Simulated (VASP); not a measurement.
Input:

```
CELL_PARAMETERS angstrom
      0.00000     3.10653     3.10653
      3.10653     0.00000     3.10653
      3.10653     3.10653     0.00000
ATOMIC_POSITIONS crystal
  Pb 0.00000 0.00000 0.00000
  Se 0.50000 0.50000 0.50000
```

The numbers are results of PW91 GGA, VASP's PBE PAW potentials (set 64) (plane waves; VASP), not measurements. Settings: 520 eV cut-off, 8×8×8 Γ-centred mesh, tetrahedra with Blöchl corrections, potentials Pb_d Se.

Unless said otherwise, spin-orbit coupling is left out, though it shifts the bands of the heavy elements here.

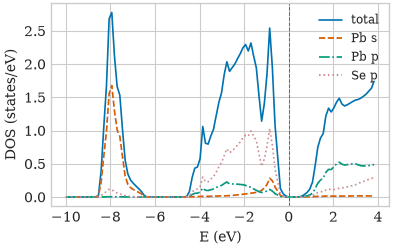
Figure: Total and projected density of states, zero at the valence-band maximum

Within 2 eV below the valence-band maximum the largest weight inside VASP's projection spheres is Se p.

The gap is direct, 0.41 eV, from the valence maximum at L to the conduction minimum at L.

The compound is PbSe in the rock salt structure. It was relaxed first.
